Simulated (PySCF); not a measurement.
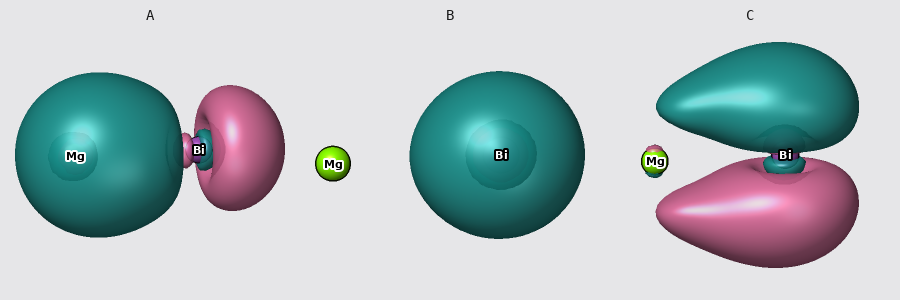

The picture shows: MgBi (quartet). Three frontier β-spin orbitals, each drawn at the value that holds 80 % of its norm (teal and pink are the two phases), in no order; of a degenerate pair one member is drawn.

Core potentials replace the inner electrons of Bi.

Computed with PBE0/def2-SVPD, non-relativistic Hamiltonian with scalar-relativistic core potentials where named, at a bond length of 2.970 Å (PySCF).

### Label each orbital by symmetry, say whether it is occupied, and order them by energy.

Orbital B: σ, occupied in this spin, −14.35 eV; almost wholly on Bi.
Orbital A: σ, occupied in this spin, −6.11 eV; shared between the atoms (Mg 55 %, Bi 45 %).
Orbital C: π, empty in this spin, −2.67 eV; mainly on Bi (85 %).
